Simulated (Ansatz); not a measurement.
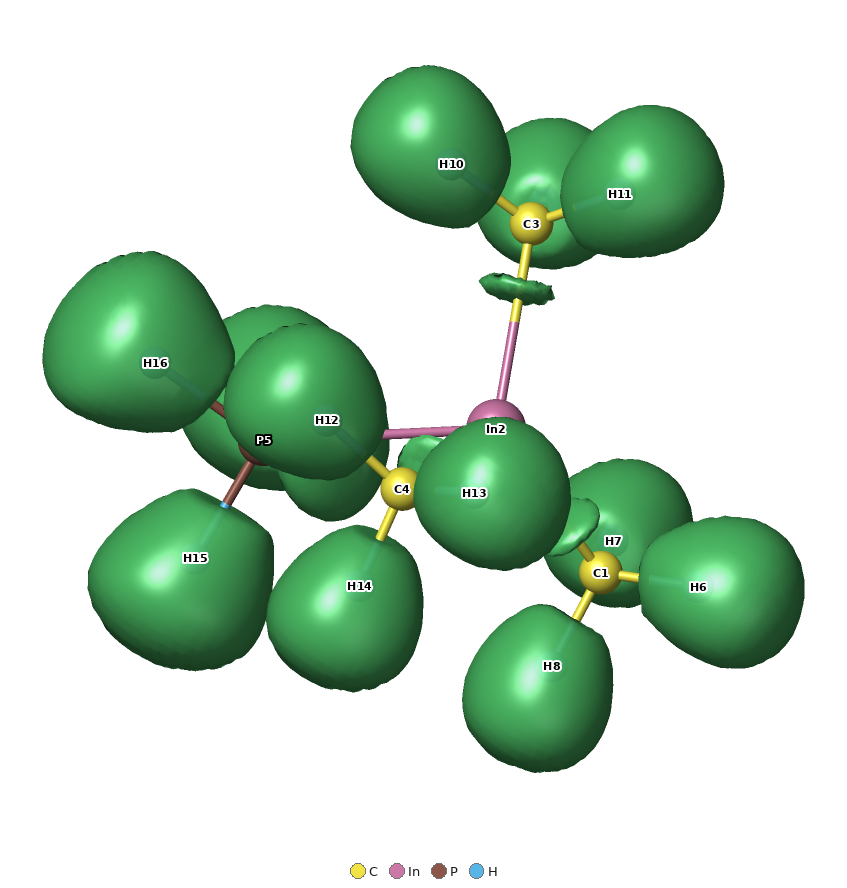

C3H12InP. Isosurface of the electron localisation function at 0.85 (green), seen at a tilt. Only the valence region is drawn (cores and ρ < 0.01 e/Å³ removed).

Geometry: PBE0-D4/def2-TZVP; core potentials replace the inner electrons of In.

The calculation used RKS PBE0-D4/def2-TZVPP (Ansatz 0.2.0).

Input file:

```
crystal:
  periodic: [false, false, false]
  atoms:
    - {symbol: C, position_ang: [-0.560420, 1.177159, -1.918875]}
    - {symbol: In, position_ang: [0.395932, -0.147159, -0.482741]}
    - {symbol: C, position_ang: [2.198850, 0.515562, 0.537587]}
    - {symbol: C, position_ang: [-0.099898, -2.264928, -0.496514]}
    - {symbol: P, position_ang: [-1.375667, 0.510295, 1.683185]}
    - {symbol: H, position_ang: [-0.046343, 1.108930, -2.881014]}
    - {symbol: H, position_ang: [-0.516772, 2.217960, -1.591720]}
    - {symbol: H, position_ang: [-1.604883, 0.902572, -2.079857]}
    - {symbol: H, position_ang: [2.149814, 1.578314, 0.783263]}
    - {symbol: H, position_ang: [2.367765, -0.050320, 1.455981]}
    - {symbol: H, position_ang: [3.065354, 0.363594, -0.111042]}
    - {symbol: H, position_ang: [0.145744, -2.737873, 0.456477]}
    - {symbol: H, position_ang: [0.473370, -2.771679, -1.277034]}
    - {symbol: H, position_ang: [-1.159596, -2.424677, -0.705640]}
    - {symbol: H, position_ang: [-2.765438, 0.283163, 1.564946]}
    - {symbol: H, position_ang: [-1.218651, -0.100404, 2.947887]}
    - {symbol: H, position_ang: [-1.468160, 1.839091, 2.155211]}
basis:
  gaussian: {orbitals: def2-TZVPP}
hamiltonian: {xc: pbe0, dispersion: d4}
output: {orbitals: {seedname: orbitals}}
```

Command:

```sh
ansatz run in.yaml --threads 4 --pin off --events-out ev --progress --plain --max-ram 11315MiB
```

**Identify the bonds, lone pairs and shells in this picture.**

The surface consists of twelve regions around hydrogen nuclei, three lobes of the valence shell of C pointing towards In (polar bonds) and one lobe of the valence shell of P pointing towards In (polar bonds). Along the contacts the grid gives the following. C–In (2.18 Å): the ELF peaks at about 0.90 in the valence shell of C, 0.7 Å from its nucleus, and drops to about 0.20 between the two atoms. In–P (2.87 Å): the ELF peaks at about 1 in the valence shell of P, 1.0 Å from its nucleus, and drops to about 0.10 between the two atoms.
